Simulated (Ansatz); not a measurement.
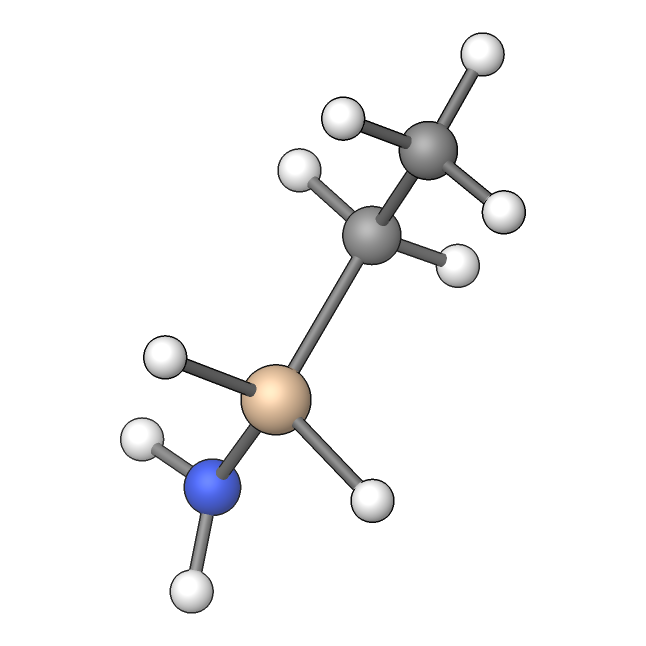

Colours: carbon grey, silicon light orange, nitrogen blue, hydrogen white.

The geometry was computed by an optimisation with PBE0-D4/def2-TZVP.

Give the formula.

C2H9NSi, 13 atoms: 2 carbon, 9 hydrogen, 1 nitrogen and 1 silicon.

Write the SMILES.

CC[SiH2]N

Count the bonded pairs by element.

5 C–H, 2 Si–H, 2 N–H, 1 C–C, 1 C–Si, 1 N–Si.

What is the point group of this geometry?

C1.

Does it have rings?

It has no ring.

The parts below concern this one geometry. Atoms keep their numbers from picture to picture.

### Shape

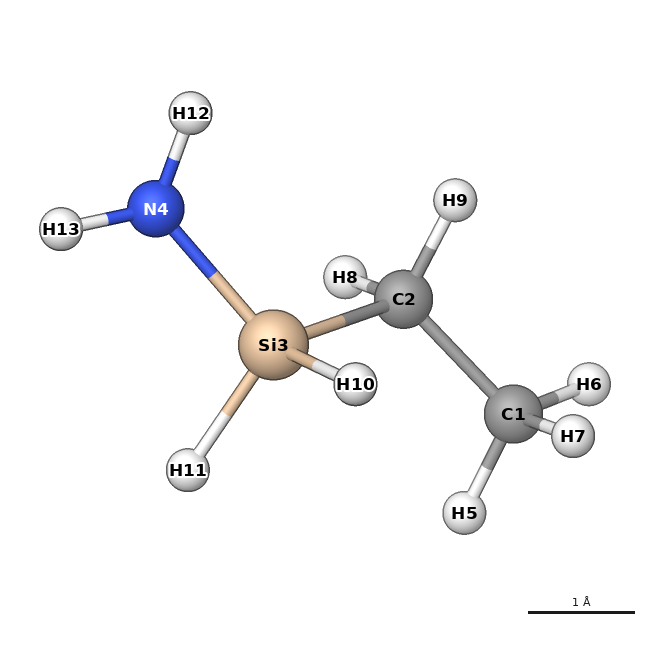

Atoms carry their numbers in the input.

What are the angles C1–C2–Si3, C1–C2–H8, C1–C2–H9, C2–C1–H5, C2–C1–H6, C2–Si3–N4, C2–Si3–H10, C2–Si3–H11, Si3–C2–H8, Si3–C2–H9, Si3–N4–H12, N4–Si3–H10?

| angle | degrees |
| --- | --- |
| C1–C2–Si3 | 113.2 |
| C1–C2–H8 | 110.9 |
| C1–C2–H9 | 110.2 |
| C2–C1–H5 | 111.4 |
| C2–C1–H6 | 111.7 |
| C2–Si3–N4 | 110.3 |
| C2–Si3–H10 | 107.4 |
| C2–Si3–H11 | 111.3 |
| Si3–C2–H8 | 108.1 |
| Si3–C2–H9 | 108.2 |
| Si3–N4–H12 | 120.0 |
| N4–Si3–H10 | 114.7 |

### Vibrations

Harmonic vibrations computed with RKS PBE0-D4/def2-TZVP (Ansatz 0.2.0) at a stationary point of the same level.

List the wavenumbers.

33 modes: 78, 131, 186, 200, 325, 398, 505, 644, 687, 769, 824, 861, 931, 968, 985, 988, 1048, 1256, 1262, 1406, 1444, 1494, 1498, 1585, 2153, 2207, 3038, 3043, 3084, 3111, 3115, 3601, 3692 cm⁻¹.

### Dipole moment

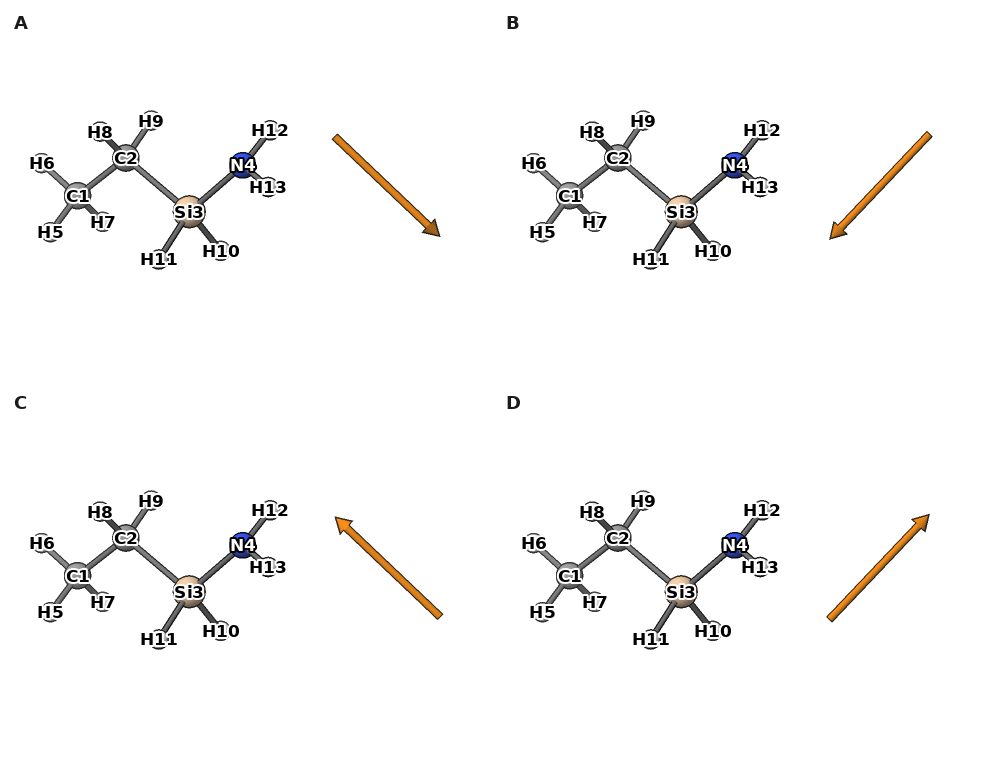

The same molecule four times, each with an arrow. Properties computed with RKS PBE-D4/def2-TZVPP (Ansatz 0.2.0).

Which arrow points along the dipole moment, from the negative to the positive end?

D. The dipole moment is 1.04 D; it points from the side of H5 to the side of H12 (the outermost atoms at the two ends).

### Thermal motion

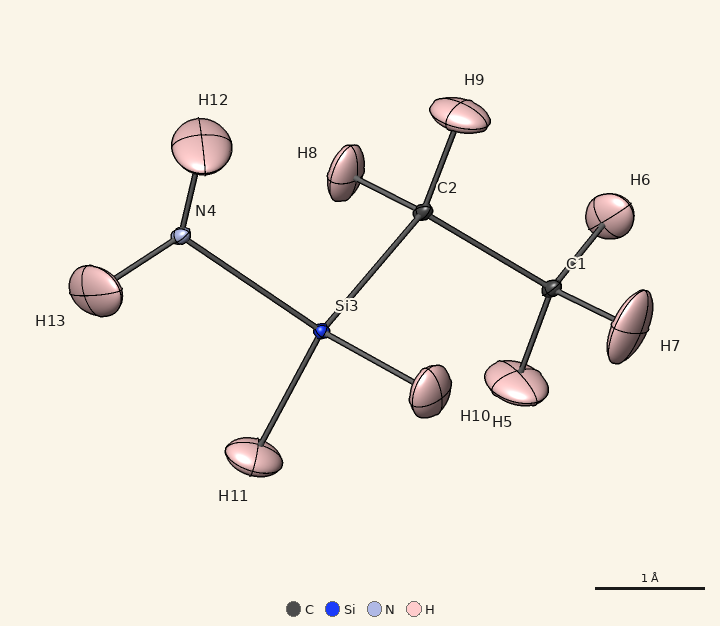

Displacement ellipsoids at the 50 % level, from the internal vibrations of the free molecule (harmonic, no overall translation or rotation; no half-axis is drawn under 0.075 Å). Vibrations computed with RKS PBE0-D4/def2-TZVP (Ansatz 0.2.0). Temperature: 100 K.

Give the displacement parameters, one line for each set of equivalent atoms.

```json
{"atom": "C1", "U_eq (Å²)": "0.0034", "rms amplitudes (Å)": "0.037, 0.054, 0.077"}
{"atom": "C2", "U_eq (Å²)": "0.0032", "rms amplitudes (Å)": "0.039, 0.048, 0.077"}
{"atom": "Si3", "U_eq (Å²)": "0.0014", "rms amplitudes (Å)": "0.024, 0.038, 0.047"}
{"atom": "N4", "U_eq (Å²)": "0.0033", "rms amplitudes (Å)": "0.035, 0.055, 0.076"}
{"atom": "H5", "U_eq (Å²)": "0.0312", "rms amplitudes (Å)": "0.085, 0.169, 0.241"}
{"atom": "H6", "U_eq (Å²)": "0.0225", "rms amplitudes (Å)": "0.086, 0.141, 0.201"}
{"atom": "H7", "U_eq (Å²)": "0.0310", "rms amplitudes (Å)": "0.083, 0.163, 0.244"}
{"atom": "H8", "U_eq (Å²)": "0.0218", "rms amplitudes (Å)": "0.086, 0.136, 0.199"}
{"atom": "H9", "U_eq (Å²)": "0.0224", "rms amplitudes (Å)": "0.087, 0.138, 0.201"}
{"atom": "H10", "U_eq (Å²)": "0.0216", "rms amplitudes (Å)": "0.093, 0.156, 0.178"}
{"atom": "H11", "U_eq (Å²)": "0.0214", "rms amplitudes (Å)": "0.094, 0.157, 0.175"}
{"atom": "H12", "U_eq (Å²)": "0.0409", "rms amplitudes (Å)": "0.083, 0.178, 0.290"}
{"atom": "H13", "U_eq (Å²)": "0.0393", "rms amplitudes (Å)": "0.082, 0.159, 0.293"}
```

### Charges

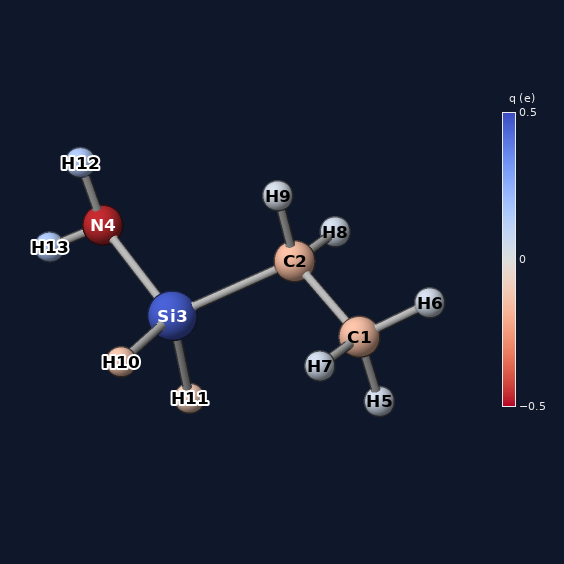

Atoms are coloured by their Mulliken charges. Method: RKS r2SCAN-D4/def2-TZVPP (Ansatz 0.2.0).

Which atom carries the highest charge (most positive or least negative)?

Si3 (0.46 e).

And the lowest?

N4 (−0.46 e).

List the Mulliken charges.

| atom | value (e) |
| --- | --- |
| C1 | −0.14 |
| C2 | −0.15 |
| Si3 | 0.46 |
| N4 | −0.46 |
| H5 | 0.05 |
| H6 | 0.04 |
| H7 | 0.05 |
| H8 | 0.05 |
| H9 | 0.04 |
| H10 | −0.12 |
| H11 | −0.10 |
| H12 | 0.15 |
| H13 | 0.15 |

Mulliken values depend strongly on the basis set and can even reverse the polarity of a bond.
